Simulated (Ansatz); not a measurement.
Consider B₆P (space group R-3m, No. 166; a = 5.970 Å, c = 11.789 Å (hexagonal axes); a cell from a computed database, its experimental status unchecked).

Now apply this change: a hydrostatic pressure of 7.5 GPa.

Level of theory: plane-wave PAW DFT at the PBEsol level (Ansatz, a quantum-chemistry and plane-wave program, 420 eV), no spin-orbit coupling.

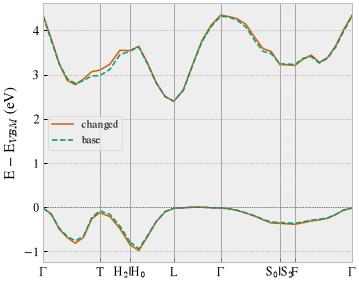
*Highest valence and lowest conduction band along the path, each from its own valence-band maximum*

Q: From the figure, how large is the changed gap, and is it direct?

A: About 2.4 eV, indirect, L–Γ (60 % along) → L.

Load acts through the strain it causes; cell and atoms are relaxed under it. Stability against distortions was not tested. Competing high-pressure phases were not computed.
